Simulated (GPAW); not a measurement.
**SnH2SCl: geometry relaxation (part 3 of 4)**

Continued. System: SnH2SCl, multiplicity 2, SMILES [SH][SnH][Cl]. Method: RPBE/sz(dzp), UKS, scalar-relativistic datasets (GPAW 26.7.0). The atoms were displaced at random from an optimised geometry.

Geometry of the input (Å):
```
S  -1.5072  -0.6389  -0.4810
Sn 0.4082  0.4013  0.6827
Cl 1.6805  -1.4382  1.3792
H  -1.9360  0.4643  -1.0693
H  1.3975  1.2356  -0.8006
```

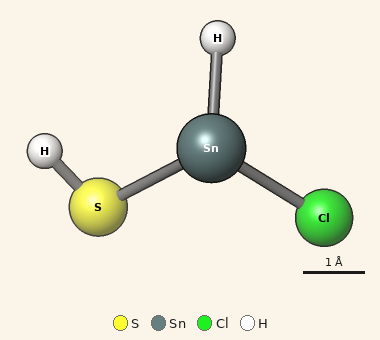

The structure as given in the input (ball-and-stick view, seen on its broad side). Sticks mark near contacts.

**The program's output, continued**
```
[... cut ...]
0.000000 |  0.067505 |  # Cl   2
| 0.000000 | 0.000000 | -0.008109 |  # H    3
| 0.000000 | 0.000000 |  0.070379 |  # H    4

Fermi levels: -4.359, -5.772
Eigenvalues  # (at kpt = [0.000, 0.000, 0.000])
| band index |      eig [eV] | occ [0-1] |      eig [eV] | occ [0-1] |
|------------|---------------|-----------|---------------|-----------|
|          0 |       -26.722 |     1.000 |       -26.689 |     1.000 |
|        ... |               |           |               |           |
|          7 |       -12.042 |     1.000 |       -11.857 |     1.000 |
|          8 |        -9.159 |     1.000 |        -9.067 |     1.000 |
|          9 |        -8.307 |     1.000 |        -8.022 |     1.000 |
|         10 |        -7.784 |     1.000 |        -7.425 |     1.000 |
|         11 |        -7.166 |     1.000 |        -7.018 |     1.000 |
|         12 |        -6.774 |     1.000 |        -6.570 |     1.000 |
|         13 |        -6.440 |     1.000 |        -6.112 |     1.000 |
|         14 |        -6.096 |     1.000 |        -5.447 |     0.000 |
|         15 |        -3.270 |     0.000 |        -3.188 |     0.000 |
|         16 |        -2.404 |     0.000 |        -2.229 |     0.000 |
|         17 |        -1.797 |     0.000 |        -1.617 |     0.000 |
|         18 |        -1.083 |     0.000 |        -0.639 |     0.000 |

Gap: 2.178 eV
Transition (v -> c):
  (s=1, k=0, n=14, [0.00, 0.00, 0.00]) -> (s=0, k=0, n=15, [0.00, 0.00, 0.00])
No difference between direct/indirect transitions
vacuum-level: 0.000  # V

Forces  # eV/Ang
|        x |        y |        z |
|----------|----------|----------|
| -0.35697 |  2.28731 | -1.00016 |  # S    0
| -0.14758 |  0.13004 | -1.11957 |  # Sn   1
| -0.16092 |  0.11380 | -0.11351 |  # Cl   2
|  0.97414 | -2.11102 |  1.42235 |  # H    3
| -0.35811 | -0.38596 |  0.78072 |  # H    4

Force computation time: 0.299  # s
        .------------------------------.
       /|                              |
      / |                              |
     /  |                              |
    /   |                              |
   /    |                              |
  /     |                              |
 *      |                              |
 |      |                              |
 |      |                              |
 |      |             SnCl             |
 |      |                H             |
 |      |      HS                      |
 |      |                              |
 |      .------------------------------.
 |     /                              /
 |    /                              /
 |   /                              /
 |  /                              /
 | /                              /
 |/                              /
 *------------------------------*

Atoms  # Å, Bohr magnetons
|   | symbol |        x |        y |        z |    initial magnetic moments |
|---|--------|----------|----------|----------|-----------------------------|
| 0 |      S | 4.837787 | 5.288332 | 5.082549 | ( 0.0000,  0.0000,  0.2201) |
| 1 |     Sn | 6.886996 | 6.346143 | 6.253490 | ( 0.0000,  0.0000,  0.0915) |
| 2 |     Cl | 8.375759 | 4.450935 | 7.063220 | ( 0.0000,  0.0000,  0.0675) |
| 3 |      H | 4.313146 | 6.498985 | 4.330838 | ( 0.0000,  0.0000, -0.0081) |
| 4 |      H | 7.835699 | 7.141660 | 4.840408 | ( 0.0000,  0.0000,  0.0704) |

Unit cell  # Å
| periodic |         x |         y |         z |   lengths |    angles |
|----------|-----------|-----------|-----------|-----------|-----------|
|       no | 12.616500 |  0.000000 |  0.000000 | 12.616500 | 90.000000 |
|       no |  0.000000 | 11.673800 |  0.000000 | 11.673800 | 90.000000 |
|       no |  0.000000 |  0.000000 | 11.448500 | 11.448500 | 90.000000 |

Initialization done in: 3.001 s

convergence criteria:
- Maximum [total energy] change in last 3 cyles: 0.0005 eV / valence electron
- Maximum integral of absolute [dens]ity change: 0.0001 electrons / valence electron
- Maximum integral of absolute [eigenst]ate change: 4e-08 eV^2 / valence electron
maximum number of iterations: 120

SCF iterations
|iter     |     time |      energy | eigst |  dens |  magmom |
|---------|----------|-------------|-------|-------|---------|
|iter:   1| 00:02:55 |  -12.262830 |      c|       |  +0.9375|
|iter:   2| 00:02:57 |  -12.189707 |      c| -1.39 |  +0.9406|
|iter:   3| 00:03:00 |  -11.947441 |      c| -1.43 |  +0.9614|
|iter:   4| 00:03:03 |  -11.912071 |      c| -1.70 |  +0.9826|
|iter:   5| 00:03:06 |  -11.909475 |      c| -2.08 |  +0.9919|
|iter:   6| 00:03:09 |  -11.908703c|      c| -2.17 |  +0.9971|
|iter:   7| 00:03:12 |  -11.908710c|      c| -2.64 |  +0.9995|
|iter:   8| 00:03:15 |  -11.908754c|      c| -3.04 |  +1.0001|
|iter:   9| 00:03:18 |  -11.908757c|      c| -3.48 |  +1.0001|
|iter:  10| 00:03:22 |  -11.908760c|      c| -3.87 |  +1.0000|
|iter:  11| 00:03:25 |  -11.908760c|      c| -4.38c|  +1.0000|

Converged in 11 steps
SCF loop duration: 30.406 s (2.764 s/step)
Energy contributions relative to reference atoms: (reference = -191465.266440)

Energy contributions:
  Kinetic:          56.613844
  Coulomb:         -54.589003
  Zero:              0.115393
  External:          0.000000
  Xc:              -14.048994
  Entropy:           0.000000
  Spinorbit:         0.000000
  ----------------------------
  Free energy:     -11.908760
  Extrapolated:    -11.908760

dipole moment: (-0.211296, 0.506676, 0.062152)  # |e|*Ang

Total magnetic moment: (0.000000, 0.000000, 1.000002)

Local magnetic moments
|        x |        y |         z |
|----------|----------|-----------|
| 0.000000 | 0.000000 |  0.160463 |  # S    0
| 0.000000 | 0.000000 |  0.152823 |  # Sn   1
| 0.000000 | 0.000000 |  0.081784 |  # Cl   2
| 0.000000 | 0.000000 | -0.002861 |  # H    3
| 0.000000 | 0.000000 |  0.052565 |  # H    4

Fermi levels: -3.940, -5.613
Eigenvalues  # (at kpt = [0.000, 0.000, 0.000])
| band index |      eig [eV] | occ [0-1] |      eig [eV] | occ [0-1] |
|------------|---------------|-----------|---------------|-----------|
|          0 |       -27.070 |     1.000 |       -27.021 |     1.000 |
|        ... |               |           |               |           |
|          7 |       -12.656 |     1.000 |       -12.410 |     1.000 |
|          8 |       -10.186 |     1.000 |       -10.062 |     1.000 |
|          9 |        -8.603 |     1.000 |        -8.304 |     1.000 |
|         10 |        -8.187 |     1.000 |        -7.852 |     1.000 |
|         11 |        -7.260 |     1.000 |        -7.058 |     1.000 |
|         12 |        -6.813 |     1.000 |        -6.681 |     1.000 |
|         13 |        -6.655 |     1.000 |        -6.426 |     1.000 |
|         14 |        -5.933 |     1.000 |        -5.294 |     0.000 |
|         15 |        -2.586 |     0.000 |        -2.377 |     0.000 |
|         16 |        -1.617 |     0.000 |        -1.360 |     0.000 |
|         17 |        -0.997 |     0.000 |        -0.860 |     0.000 |
|         18 |        -0.054 |     0.000 |         0.376 |     0.000 |

Gap: 2.708 eV
Transition (v -> c):
  (s=1, k=0, n=14, [0.00, 0.00, 0.00]) -> (s=0, k=0, n=15, [0.00, 0.00, 0.00])
No difference between direct/indirect transitions
vacuum-level: 0.000  # V

Forces  # eV/Ang
|        x |        y |        z |
|----------|----------|----------|
| -0.31349 | -0.51936 | -0.04329 |  # S    0
|  0.26604 |  0.04582 |  0.34336 |  # Sn   1
| -0.23905 |  0.21240 | -0.15874 |  # Cl   2
|  0.14660 |  0.21786 | -0.01633 |  # H    3
|  0.12554 |  0.06855 | -0.12492 |  # H    4

Force computation time: 0.303  # s
        .------------------------------.
       /|                              |
      / |                              |
     /  |                              |
    /   |                              |
   /    |                              |
  /     |                              |
 *      |                              |
 |      |                              |
 |      |             Sn               |
 |      |               Cl             |
 |      |                H             |
 |      |       S                      |
 |      |                              |
 |      .------------------------------.
 |     /                              /
 |    /                              /
 |   /                              /
 |  /                              /
 | /                              /
 |/                              /
 *------------------------------*

Atoms  # Å, Bohr magnetons
|   | symbol |        x |        y |        z |    initial magnetic moments |
|---|--------|----------|----------|----------|-----------------------------|
| 0 |      S | 4.820639 | 5.206146 | 5.078538 | ( 0.0000,  0.0000,  0.1605) |
| 1 |     Sn | 6.910003 | 6.385962 | 6.307229 | ( 0.0000,  0.0000,  0.1528) |
| 2 |     Cl | 8.280240 | 4.459387 | 7.020889 | ( 0.0000,  0.0000,  0.0818) |
| 3 |      H | 4.375296 | 6.506095 | 4.369894 | ( 0.0000,  0.0000, -0.0029) |
| 4 |      H | 7.849517 | 7.165195 | 4.791101 | ( 0.0000,  0.0000,  0.0526) |

Unit cell  # Å
| periodic |         x |         y |         z |   lengths |    angles |
|----------|-----------|-----------|-----------|-----------|-----------|
|       no | 12.616500 |  0.000000 |  0.000000 | 12.616500 | 90.000000 |
|       no |  0.000000 | 11.673800 |  0.000000 | 11.673800 | 90.000000 |
|       no |  0.000000 |  0.000000 | 11.448500 | 11.448500 | 90.000000 |

Initialization done in: 3.015 s

convergence criteria:
- Maximum [total energy] change in last 3 cyles: 0.0005 eV / valence electron
- Maximum integral of absolute [dens]ity change: 0.0001 electrons / valence electron
- Maximum integral of absolute [eigenst]ate change: 4e-08 eV^2 / valence electron
maximum number of iterations: 120

SCF iterations
|iter     |     time |      energy | eigst |  dens |  magmom |
|---------|----------|-------------|-------|-------|---------|
|iter:   1| 00:03:28 |  -11.956720 |      c|       |  +1.0243|
|iter:   2| 00:03:31 |  -11.950274 |      c| -1.77 |  +1.0231|
|iter:   3| 00:03:34 |  -11.930739 |      c| -1.81 |  +1.0154|
|iter:   4| 00:03:37 |  -11.926572 |      c| -2.06 |  +1.0064|
|iter:   5| 00:03:40 |  -11.926089c|      c| -2.43 |  +1.0018|
|iter:   6| 00:03:43 |  -11.926124c|      c| -2.95 |  +1.0005|
|iter:   7| 00:03:46 |  -11.926113c|      c| -3.10 |  +1.0002|
|iter:   8| 00:03:49 |  -11.926119c|      c| -3.54 |  +1.0000|
|iter:   9| 00:03:52 |  -11.926121c|      c| -3.99 |  +1.0000|
|iter:  10| 00:03:55 |  -11.926121c|      c| -4.44c|  +1.0000|

Converged in 10 steps
SCF loop duration: 27.129 s (2.713 s/step)
Energy contributions relative to reference atoms: (reference = -191465.266440)

Energy contributions:
  Kinetic:          56.357912
  Coulomb:         -54.627585
  Zero:              0.114133
  External:          0.000000
  Xc:              -13.770581
  Entropy:           0.000000
  Spinorbit:         0.000000
  ----------------------------
  Free energy:     -11.926121
  Extrapolated:    -11.926121

dipole moment: (-0.156262, 0.508821, 0.126768)  # |e|*Ang

Total magnetic moment: (0.000000, 0.000000, 0.999990)

Local magnetic moments
|        x |        y |         z |
|----------|----------|-----------|
| 0.000000 | 0.000000 |  0.177382 |  # S    0
| 0.000000 | 0.000000 |  0.134780 |  # Sn   1
| 0.000000 | 0.000000 |  0.070443 |  # Cl   2
| 0.000000 | 0.000000 | -0.003400 |  # H    3
| 0.000000 | 0.000000 |  0.060752 |  # H    4

Fermi levels: -3.833, -5.702
Eigenvalues  # (at kpt = [0.000, 0.000, 0.000])
| band index |      eig [eV] | occ [0-1] |      eig [eV] | occ [0-1] |
|------------|---------------|-----------|---------------|-----------|
|          0 |       -26.965 |     1.000 |       -26.920 |     1.000 |
|        ... |               |           |               |           |
|          7 |       -12.432 |     1.000 |       -12.195 |     1.000 |
|          8 |        -9.927 |     1.000 |        -9.812 |     1.000 |
|          9 |        -8.623 |     1.000 |        -8.323 |     1.000 |
|         10 |        -8.105 |     1.000 |        -7.788 |     1.000 |
|         11 |        -7.383 |     1.000 |        -7.203 |     1.000 |
|         12 |        -6.929 |     1.000 |        -6.768 |     1.000 |
|         13 |        -6.551 |     1.000 |        -6.280 |     1.000 |
|         14 |        -6.023 |     1.000 |        -5.381 |     0.000 |
|         15 |        -2.286 |     0.000 |        -2.069 |     0.000 |
|         16 |        -1.761 |     0.000 |        -1.543 |     0.000 |
|         17 |        -1.169 |     0.000 |        -1.046 |     0.000 |
|         18 |        -0.435 |     0.000 |         0.019 |     0.000 |

Gap: 3.095 eV
Transition (v -> c):
  (s=1, k=0, n=14, [0.00, 0.00, 0.00]) -> (s=0, k=0, n=15, [0.00, 0.00, 0.00])
No difference between direct/indirect transitions
vacuum-level: 0.000  # V

Forces  # eV/Ang
|        x |        y |        z |
|----------|----------|----------|
|  0.17784 |  0.31757 |  0.04938 |  # S    0
| -0.42163 |  0.23978 | -0.52016 |  # Sn   1
|  0.21079 | -0.26348 |  0.07864 |  # Cl   2
|  0.13826 | -0.22127 |  0.14540 |  # H    3
| -0.08967 | -0.11910 |  0.24206 |  # H    4

Force computation time: 0.303  # s
GPMin:    3 00:03:56      -11.926121        0.711218
        .------------------------------.
       /|                              |
      / |                              |
     /  |                              |
    /   |                              |
   /    |                              |
  /     |                              |
 *      |                              |
 |      |                              |
 |      |             Sn               |
 |      |               Cl             |
 |      |                H             |
 |      |       S                      |
 |      |                              |
 |      .------------------------------.
 |     /                              /
 |    /                              /
 |   /                              /
 |  /                              /
 | /                              /
 |/                              /
 *------------------------------*

Atoms  # Å, Bohr magnetons
|   | symbol |        x |        y |        z |    initial magnetic moments |
|---|--------|----------|----------|----------|-----------------------------|
| 0 |      S | 4.899786 | 5.223031 | 5.102669 | ( 0.0000,  0.0000,  0.1774) |
| 1 |     Sn | 6.862119 | 6.424637 | 6.307976 | ( 0.0000,  0.0000,  0.1348) |
| 2 |     Cl | 8.249469 | 4.389098 | 7.029208 | ( 0.0000,  0.0000,  0.0704) |
| 3 |      H | 4.372355 | 6.484973 | 4.387933 | ( 0.0000,  0.0000, -0.0034) |
| 4 |      H | 7.837636 | 7.185895 | 4.739338 | ( 0.0000,  0.0000,  0.0608) |

Unit cell  # Å
| periodic |         x |         y |         z |   lengths |    angles |
|----------|-----------|-----------|-----------|-----------|-----------|
|       no | 12.616500 |  0.000000 |  0.000000 | 12.616500 | 90.000000 |
|       no |  0.000000 | 11.673800 |  0.000000 | 11.673800 | 90.000000 |
|       no |  0.000000 |  0.000000 | 11.448500 | 11.448500 | 90.000000 |

Initialization done in: 3.013 s

convergence criteria:
- Maximum [total energy] change in last 3 cyles: 0.0005 eV / valence electron
- Maximum integral of absolute [dens]ity change: 0.0001 electrons / valence electron
- Maximum integral of absolute [eigenst]ate change: 4e-08 eV^2 / valence electron
maximum number of iterations: 120
```
